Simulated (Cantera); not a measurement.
Input: 1 mol Al(CH3)3, 5.8 mol N2O, 320 mol H2, equilibrated at 75.0 Torr.

Method: chemical equilibrium by Gibbs-energy minimisation in Cantera with the NASA 1993 tables (ideal gas, pure condensed phases). Candidate condensed phases: Al, AlN, Al2O3, C, C6H6, C7H8, C8H18, H2O; 148 gas species. The feed counts by its element totals alone. The numbers say what is thermodynamically allowed, not how fast it happens.

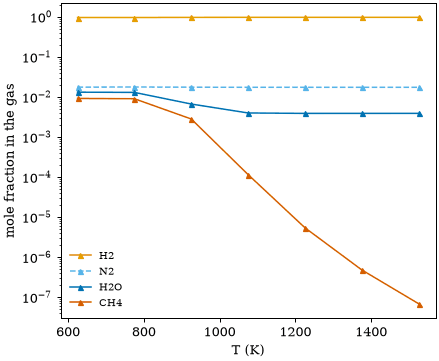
Equilibrium gas composition (values under 1e-9 drawn at 1e-9)

From 625 K to 1525 K the condensed part is Al2O3(s).
